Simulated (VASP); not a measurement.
Energy against volume of Au (fcc). Calculation: revPBE GGA, VASP's PBE PAW potentials (set 64) (plane waves; VASP).

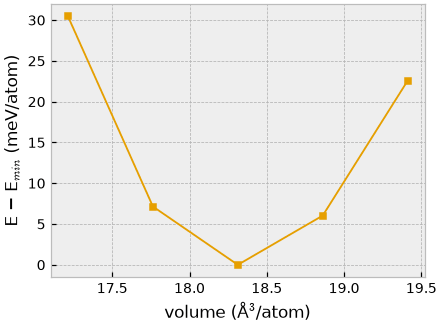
Figure. Energy against volume

Estimate the equilibrium volume and the bulk modulus.

The minimum lies near 18.3 Å³/atom, and the curvature gives B0 of about 130 GPa.

Measured: bulk modulus 182 GPa at 0 K (computed value off by -30.3 %), as given by Daniel Mejia-Rodriguez et al., Physical Review B (2018), arXiv:1807.09216 [0 K value with the zero-point phonon effect removed]; a 4.062 Å at 0 K (computed value off by +3.0 %), as given by Daniel Mejia-Rodriguez et al., Physical Review B (2018), arXiv:1807.09216 [static lattice: zero-point anharmonic expansion removed].

The compound is Au in the fcc structure. It was relaxed first, which changed the volume by +8 %.
